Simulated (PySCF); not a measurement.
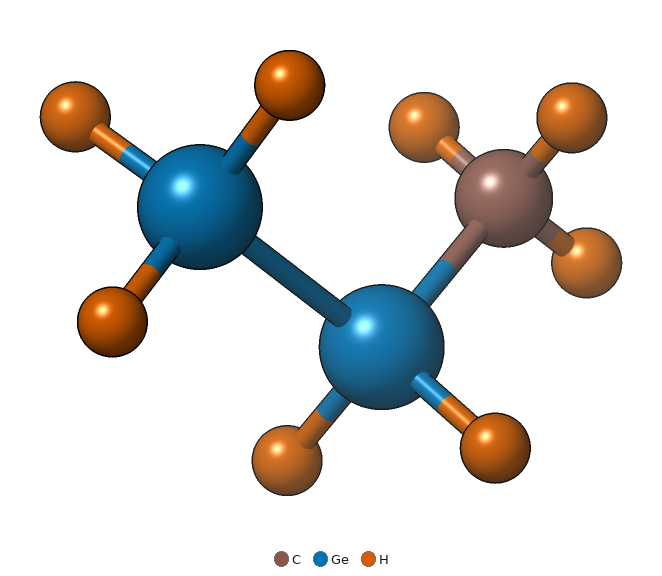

Computed geometry: PBE0-D3(BJ)/def2-SVP optimisation. No frequency run is at hand to confirm it as a minimum.

Draw it as a skeletal formula.

SMILES: [CH3][GeH2][GeH3]

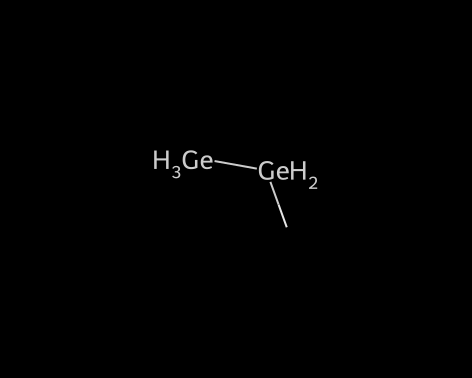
